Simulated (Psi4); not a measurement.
# C3H10OSi (trimethylsilanol), step by step

Wanted: a structure relaxation (PBE0-D4/def2-SVP), then the harmonic vibrations of C3H10OSi (trimethylsilanol). 

Program for the calculation: Psi4 1.11.

## 1. The molecule

C3H10OSi: 15 atoms, total charge 0, spin state singlet. As SMILES, `C[Si](C)(C)O`. Geometry: relaxed at PBE0-D4/def2-TZVP. This is one conformer, not always the lowest. The run starts from this shape.

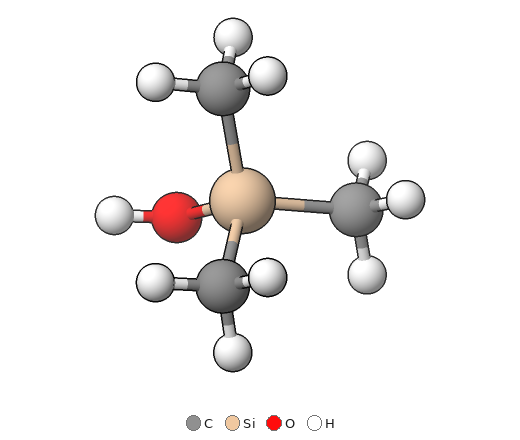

The structure, seen from a chosen angle (carbon grey, silicon light orange, oxygen red, hydrogen white).

## 2. A geometry optimisation at PBE0-D4/def2-SVP (density fitting) (run 1)

Contents of c3h10osi.dat:

```
memory 1600 mb

molecule {
  C
  Si 1 R2
  C 2 R3 1 A3
  C 2 R4 1 A4 3 D4
  O 2 R5 4 A5 3 D5
  H 1 R6 2 A6 5 D6
  H 1 R7 6 A7 2 D7
  H 1 R8 7 A8 6 D8
  H 3 R9 2 A9 5 D9
  H 3 R10 9 A10 2 D10
  H 3 R11 10 A11 9 D11
  H 4 R12 2 A12 5 D12
  H 4 R13 12 A13 2 D13
  H 4 R14 13 A14 12 D14
  H 5 R15 2 A15 4 D15

  R2 = 1.870348
  R3 = 1.87035
  A3 = 109.29622
  R4 = 1.861269
  A4 = 110.98191
  D4 = 122.71937
  R5 = 1.659682
  A5 = 104.83009
  D5 = 119.128
  R6 = 1.093956
  A6 = 111.50108
  D6 = -62.63421
  R7 = 1.093844
  A7 = 107.40548
  D7 = 121.80397
  R8 = 1.093004
  A8 = 107.92362
  D8 = -116.06653
  R9 = 1.093955
  A9 = 111.5001
  D9 = 62.61165
  R10 = 1.092998
  A10 = 107.87091
  D10 = 122.09482
  R11 = 1.093841
  A11 = 107.92343
  D11 = -115.7606
  R12 = 1.093237
  A12 = 111.09162
  D12 = 179.97447
  R13 = 1.092731
  A13 = 108.03862
  D13 = 121.74242
  R14 = 1.092729
  A14 = 107.91637
  D14 = -116.58768
  R15 = 0.957332
  A15 = 117.47125
  D15 = 179.97118
}

set {
  reference    rks
  geom_maxiter 60
}

e_tot, wfn = optimize("pbe0-d4/def2-SVP", return_wfn=True)
```

Run with:

```bash
$ psi4 -i c3h10osi.dat -o c3h10osi.out -n 1
```

c3h10osi.out:

```text
Psi4 1.11 release

gradient() will perform analytic gradient computation.

   => Loading Basis Set <=

    Name: DEF2-SVP
    Role: ORBITAL
    Keyword: BASIS

   => PBE0-D4(BJ,EEQ)ATM: Empirical Dispersion <=

        a1 =       0.400856
        a2 =       5.029288
       alp =      16.000000
        s6 =       1.000000
        s8 =       1.200655
        s9 =       1.000000
        ga =       3.000000
        gc =       2.000000
        wf =       6.000000

         ---------------------------------------------------------
                                   SCF
                              RKS Reference
                        1 Threads,   1525 MiB Core
         ---------------------------------------------------------

  ==> Geometry <==

    Molecular point group: c1
    Full point group: C1

    Geometry (in Angstrom), charge = 0, multiplicity = 1:

       Center              X                  Y                   Z               Mass
    ------------   -----------------  -----------------  -----------------  -----------------
         C            0.005823917937    -0.006125296549    -1.874706517690    12.000000000000
         SI           0.005823917937    -0.006125296549    -0.004358517690    27.976926534650
         C            0.005823917937    -1.771404185807     0.613702616535    12.000000000000
[... 11 lines of this table left out ...]
         H           -2.184128413281     0.470442477111     0.333162257174     1.007825032230

  Running in c1 symmetry.

  Rotational constants: A =      0.11321  B =      0.11131  C =      0.10488 [cm^-1]
  Rotational constants: A =   3393.94201  B =   3336.89847  C =   3144.21882 [MHz]
  Nuclear repulsion =  251.489076546056936

  Charge       = 0
  Multiplicity = 1
  Electrons    = 50
  Nalpha       = 25
  Nbeta        = 25

  ==> Algorithm <==

  SCF Algorithm Type is DF.
  DIIS enabled.
  MOM disabled.
  Fractional occupation disabled.
  Guess Type is SAD.
  Energy threshold   = 1.00e-08
  Density threshold  = 1.00e-08
  Integral threshold = 1.00e-12

  ==> Primary Basis <==

  Basis Set: DEF2-SVP
    Blend: DEF2-SVP
    Number of shells: 62
    Number of basis functions: 124
    Number of Cartesian functions: 129
    Spherical Harmonics?: true
    Max angular momentum: 2

  ==> DFT Potential <==

   => LibXC <=

    Version 7.1.2

   => Composite Functional: PBE0-D4BJEEQATM <=

    PBE0-d4bjeeqatm Hyb-GGA Exchange-Correlation Functional

    Deriv               =              1
    GGA                 =           TRUE
    Meta                =          FALSE

    Exchange Hybrid     =           TRUE
    MP2 Hybrid          =          FALSE

   => Exchange Functionals <=

    0.7500   Perdew, Burke & Ernzerhof

   => Exact (HF) Exchange <=

    0.2500               HF

   => Correlation Functionals <=

    1.0000   Perdew, Burke & Ernzerhof

   => LibXC Density Thresholds  <==

    XC_HYB_GGA_XC_PBEH:  1.00E-15

   => Molecular Quadrature <=

    Radial Scheme          =       TREUTLER
    Pruning Scheme         =           NONE
    Nuclear Scheme         =       TREUTLER

    Blocking Scheme        =         OCTREE
    BS radius alpha        =              1
    Pruning alpha          =              1
    Radial Points          =             75
    Spherical Points       =            302
    Total Points           =         320133
    Total Blocks           =           2406
    Max Points             =            256
    Max Functions          =            122
    Weights Tolerance      =       1.00E-15

   => Loading Basis Set <=

    Name: (DEF2-SVP AUX)
    Role: JKFIT
    Keyword: DF_BASIS_SCF

  ==> Integral Setup <==

  DFHelper Memory: AOs need 0.075 GiB; user supplied 0.284 GiB.
  SCF_SUBTYPE=INCORE selected. In-core MEM_DF algorithm will be used.
  Using in-core AOs.

  ==> MemDFJK: Density-Fitted J/K Matrices <==

    J tasked:                   Yes
    K tasked:                   Yes
    wK tasked:                   No
    Memory [MiB]:               291
    Algorithm:                 Core
    Schwarz Cutoff:           1E-12
    Mask sparsity (%):       0.9755
    Fitting Condition:        1E-10

   => Auxiliary Basis Set <=

  Basis Set: (DEF2-SVP AUX)
    Blend: DEF2-UNIVERSAL-JKFIT
    Number of shells: 198
    Number of basis functions: 610
    Number of Cartesian functions: 715
    Spherical Harmonics?: true
    Max angular momentum: 4

  Cached 100.0% of DFT collocation blocks in 0.833 [GiB].

  Minimum eigenvalue in the overlap matrix is 4.3505204984E-03.
  Reciprocal condition number of the overlap matrix is 7.4062936987E-04.
    Using symmetric orthogonalization.

  ==> Pre-Iterations <==

  SCF Guess: Superposition of Atomic Densities via on-the-fly atomic UHF (no occupation information).

   -------------------------
    Irrep   Nso     Nmo
   -------------------------
     A        124     124
   -------------------------
    Total     124     124
   -------------------------

  ==> Iterations <==

                           Total Energy        Delta E     RMS |[F,P]|

[... 1 line left out ...]
   @DF-RKS iter   1:  -483.97987334267879   -2.06722e-01   8.74736e-03 DIIS/ADIIS
[... 2 lines left out ...]
   @DF-RKS iter   4:  -484.55303380676639   -5.09340e-03   3.98871e-04 DIIS/ADIIS
[... 2 lines left out ...]
   @DF-RKS iter   7:  -484.55411061679814   -1.03258e-06   1.26434e-06 DIIS
[... 2 lines left out ...]
   @DF-RKS iter  10:  -484.55411063003163   -1.33582e-10   1.32259e-08 DIIS
[... 28 lines left out ...]
    Final Occupation by Irrep:
[... 10 lines left out ...]
    One-Electron Energy =               -1165.1847606658498080
[... 2 lines left out ...]
    Empirical Dispersion Energy =          -0.0095210564956407
[... 16 lines left out ...]
 Dipole X            :         -3.1325485            2.9763710           -0.1561775
[... 75 lines left out ...]
    Weights Tolerance      =       1.00E-15
[... 54 lines left out ...]
	   Step    Total Energy     Delta E     Max Force     RMS Force      Max Disp      RMS Disp   ~
[... 189 lines left out ...]
                           Total Energy        Delta E     RMS |[F,P]|
[... 3 lines left out ...]
   @DF-RKS iter   2:  -484.55473264061658   -5.35481e-06   9.07700e-05 DIIS
[... 2 lines left out ...]
   @DF-RKS iter   5:  -484.55479466197039   -1.88807e-07   9.39397e-07 DIIS
[... 2 lines left out ...]
   @DF-RKS iter   8:  -484.55479466873044   -1.10276e-11   5.24978e-09 DIIS
[... 13 lines left out ...]
  @DF-RKS Final Energy:  -484.55479466873044
[... 5 lines left out ...]
    Two-Electron Energy =                 464.9391726917436927
[... 2 lines left out ...]
    VV10 Nonlocal Energy =                  0.0000000000000000
[... 16 lines left out ...]
 Dipole Y            :          2.0360943           -2.4502721           -0.4141778
[... 91 lines left out ...]
	                                 ==> Convergence Check <==
[... 8 lines left out ...]
	  Convergence Criteria     1.00e-06 *    3.00e-04 *             o    1.20e-03 *             o
[... 141 lines left out ...]
   @DF-RKS iter   0:  -484.55358082470644   -4.84554e+02   6.72921e-05
[... 2 lines left out ...]
   @DF-RKS iter   3:  -484.55481111838344   -2.40411e-06   1.15501e-06 DIIS
[... 2 lines left out ...]
   @DF-RKS iter   6:  -484.55481113190598   -5.55360e-11   2.60814e-08 DIIS
[... 8 lines left out ...]
    Final Occupation by Irrep:
[... 10 lines left out ...]
    One-Electron Energy =               -1162.0214168358670577
[... 2 lines left out ...]
    Empirical Dispersion Energy =          -0.0094771286076906
[... 16 lines left out ...]
 Dipole X            :         -3.1401453            3.0058579           -0.1342874
[... 44 lines left out ...]
    Weights Tolerance      =       1.00E-15
[... 54 lines left out ...]
	   Step    Total Energy     Delta E     Max Force     RMS Force      Max Disp      RMS Disp
[... 141 lines left out ...]
                           Total Energy        Delta E     RMS |[F,P]|
[... 3 lines left out ...]
   @DF-RKS iter   2:  -484.55481578946228    5.90262e-07   1.84673e-05 DIIS
[... 2 lines left out ...]
   @DF-RKS iter   5:  -484.55481787878824   -9.98511e-10   1.59835e-07 DIIS
[... 2 lines left out ...]
  Energy and wave function converged.
[... 16 lines left out ...]
    Nuclear Repulsion Energy =            249.8841309744672401
[... 2 lines left out ...]
    DFT Exchange-Correlation Energy =     -37.2830857055372960
[... 2 lines left out ...]
    Total Energy =                       -484.5548178789869098
[... 16 lines left out ...]
 Dipole Z            :          1.4305714           -1.7335887           -0.3030173
[... 92 lines left out ...]
	Measures of convergence in internal coordinates in au.
[... 126 lines left out ...]
    Weights Tolerance      =       1.00E-15
[... 22 lines left out ...]
   @DF-RKS iter   1:  -484.55481813588887   -1.15033e-04   1.96323e-06 DIIS
[... 2 lines left out ...]
   @DF-RKS iter   4:  -484.55481815660642   -3.20540e-10   5.41003e-08 DIIS
[... 2 lines left out ...]
  Energy and wave function converged.
[... 36 lines left out ...]
    Nuclear Repulsion Energy =            249.8848183152967977
[... 2 lines left out ...]
    DFT Exchange-Correlation Energy =     -37.2830037574843161
[... 2 lines left out ...]
    Total Energy =                       -484.5548181566284711
[... 16 lines left out ...]
 Dipole Z            :          1.4301731           -1.7334213           -0.3032483
[... 2 lines left out ...]
 ------------------------------------------------------------------------------------

	total time  =          6 seconds =       0.10 minutes

         ------------------------------------------------------------
                                   SCF GRAD
         ------------------------------------------------------------

  ==> Geometry <==

    Molecular point group: c1
    Full point group: C1

    Geometry (in Angstrom), charge = 0, multiplicity = 1:

       Center              X                  Y                   Z               Mass
    ------------   -----------------  -----------------  -----------------  -----------------
         C            0.007439953930    -0.007690809237    -1.884155733745    12.000000000000
         SI           0.007439953930    -0.007690809237    -0.005433423956    27.976926534650
         C            0.007439953930    -1.778736545390     0.621455816880    12.000000000000
[... 11 lines of this table left out ...]
         H           -2.193134738636     0.465910403947     0.328873183225     1.007825032230

  Nuclear repulsion =  249.884818315296798

   => Molecular Quadrature <=

    Radial Scheme          =       TREUTLER
    Pruning Scheme         =           NONE
    Nuclear Scheme         =       TREUTLER

    Blocking Scheme        =         OCTREE
    BS radius alpha        =              1
    Pruning alpha          =              1
    Radial Points          =             75
    Spherical Points       =            302
    Total Points           =         320263
    Total Blocks           =           2394
    Max Points             =            256
    Max Functions          =            122
    Weights Tolerance      =       1.00E-15

  -Total Gradient:
     Atom            X                  Y                   Z
    ------   -----------------  -----------------  -----------------
       1       -0.000000267743     0.000007309064     0.000011418943
       2        0.000085330073    -0.000060704827    -0.000043075815
       3        0.000000417139     0.000013101777     0.000003223878
[... 11 lines of this table left out ...]
      15        0.000010590428     0.000026020836     0.000017482795

	total time  =          2 seconds =       0.03 minutes

    			-----------------------------------------

    			 OPTKING 3.0: for geometry optimizations

    			        with contributions from

    			-----------------------------------------

	                            ===> Fragment 1 <==

	 Z (Atomic Numbers)          Masses                          Geom
	       6.000000            12.000000          0.01405948 -0.01453352 -3.56053831
	      14.000000            27.976927          0.01405948 -0.01453352 -0.01026768
	       6.000000            12.000000          0.01405948 -3.36132492  1.17438129
[... 11 lines of this table left out ...]
	       1.000000             1.007825         -4.14442401  0.88044306  0.62148025

	 - Coordinate -           - BOHR/RAD -       - ANG/DEG -
	 R(1,2)           =         3.550271           1.878722
	 R(1,6)           =         2.082964           1.102257
	 R(1,7)           =         2.082875           1.102210
[... 65 lines of this table left out ...]
	 D(5,2,4,14)      =        -1.044020         -59.817948

	        --- Internal Coordinate Step in ANG or DEG, aJ/ANG or AJ/DEG ---
	-------------------------------------------------------------------------------
	           Coordinate      Previous         Force          Change          New
	           ----------      --------        ------          ------        ------
	               R(1,2)       1.87872        0.00012        0.00005       1.87877
	               R(1,6)       1.10226        0.00006        0.00001       1.10227
	               R(1,7)       1.10221        0.00005        0.00001       1.10222
[... 65 lines of this table left out ...]
	          D(5,2,4,14)     -59.81795        0.00000        0.00475     -59.81320
	-------------------------------------------------------------------------------

	                                 ==> Convergence Check <==

	Measures of convergence in internal coordinates in au.

	Criteria marked as inactive (o), active & met (*), and active & unmet ( ).

	----------------------------------------------------------------------------------------------
	   Step    Total Energy     Delta E     Max Force     RMS Force      Max Disp      RMS Disp
	----------------------------------------------------------------------------------------------
	  Convergence Criteria     1.00e-06 *    3.00e-04 *             o    1.20e-03 *             o
	----------------------------------------------------------------------------------------------
	     5    -484.55481816   -2.78e-07 *    7.13e-05 *    1.31e-05 o    6.00e-04 *    1.17e-04 o  ~
	----------------------------------------------------------------------------------------------

Next Geometry in Ang
	Fragment 1 (Ang)

	    C   0.0073966578  -0.0075445799  -1.8841862208
	   Si   0.0074200760  -0.0076628820  -0.0054164368
	    C   0.0073838435  -1.7787115118   0.6216070285
[... 11 lines of this table left out ...]
	    H  -2.1929152645   0.4652100121   0.3284031070

    Final optimized geometry and variables:
    Molecular point group: c1
    Full point group: C1

    Geometry (in Angstrom), charge = 0, multiplicity = 1:

    C
    SI            1          R2
    C             2          R3      1          A3
    C             2          R4      1          A4      3          D4
    O             2          R5      4          A5      3          D5
    H             1          R6      2          A6      5          D6
    H             1          R7      6          A7      2          D7
    H             1          R8      7          A8      6          D8
    H             3          R9      2          A9      5          D9
    H             3         R10      9         A10      2         D10
    H             3         R11     10         A11      9         D11
    H             4         R12      2         A12      5         D12
    H             4         R13     12         A13      2         D13
    H             4         R14     13         A14     12         D14
    H             5         R15      2         A15      4         D15

    A10       =  107.8134101695
    A11       =  107.8735951655
    A12       =  111.2036782949
    A13       =  108.0556587650
    A14       =  107.8259679341
    A15       =  116.3440647326
    A3        =  109.4922108256
    A4        =  110.8874928091
    A5        =  104.8632955928
    A6        =  111.7188025876
    A7        =  107.3530836692
    A8        =  107.8733776571
    A9        =  111.7185206873
    D10       =  122.1551711730
    D11       = -115.6451265763
    D12       =  179.9930559854
    D13       =  121.7894366186
    D14       = -116.5686227534
    D15       =  179.9778455274
    D4        =  122.6742884750
    D5        =  119.0689410485
    D6        =  -62.7797757138
    D7        =  121.8578881209
    D8        = -115.9465740357
    D9        =   62.7795674991
    R10       =    1.1014194121
    R11       =    1.1022095182
    R12       =    1.1014848663
    R13       =    1.1010647638
    R14       =    1.1010639050
    R15       =    0.9607914654
    R2        =    1.8787223098
    R3        =    1.8787211395
    R4        =    1.8675839363
    R5        =    1.6801171900
    R6        =    1.1022572571
    R7        =    1.1022097349
    R8        =    1.1014196661
    R9        =    1.1022567376

    Psi4 run time: 0:00:46.22

[set-up sections that repeat, and orbital energies of the middle runs, are left out above]
```

The script printed:

```text
Optimizer: Optimization complete!
```

It took 47 s on 1 thread of Intel Xeon 6975P-C (Granite Rapids), shared host; peak memory 1.2 GiB.

Steps, from the record of the run:

```
step  energy from the first frame kept (eV)  largest force (eV/Å)
   0                                 0.0000                0.5617
   1                                -0.0186                0.1378
   2                                -0.0191                0.0590
   3                                -0.0192                0.0116
   4                                -0.0193                0.0058
```

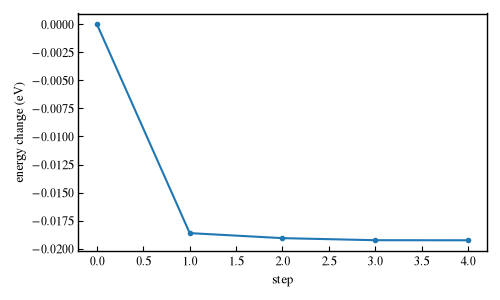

Energy along the run.

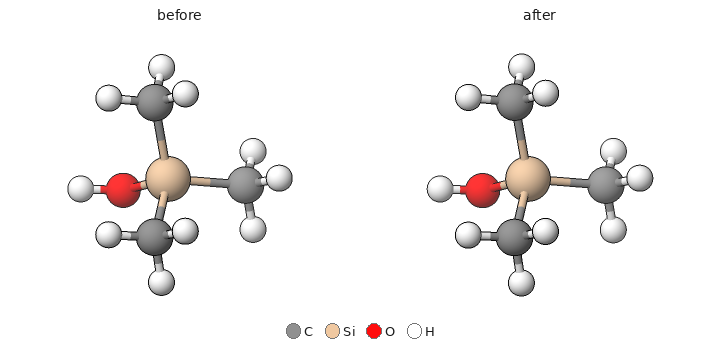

Before and after, at one scale.

After the run. Bond lengths: C1–Si2 1.879 Å, Si2–C3 1.879 Å, Si2–C4 1.868 Å, Si2–O5 1.680 Å, C1–H6 1.102 Å, C1–H7 1.102 Å, C1–H8 1.101 Å, C3–H9 1.102 Å, C3–H10 1.101 Å, C3–H11 1.102 Å, C4–H12 1.101 Å, C4–H13 1.101 Å, C4–H14 1.101 Å, O5–H15 0.961 Å. Some angles: C1–Si2–C3 109.5°, C1–Si2–C4 110.9°, C1–Si2–O5 110.3°, C3–Si2–C4 110.9°, C3–Si2–O5 110.3°, C4–Si2–O5 104.9°, Si2–C1–H6 111.7°, Si2–C1–H7 111.0°, Si2–C1–H8 110.9°, Si2–C3–H9 111.7°.

(Part 1 of 2 ends here.)
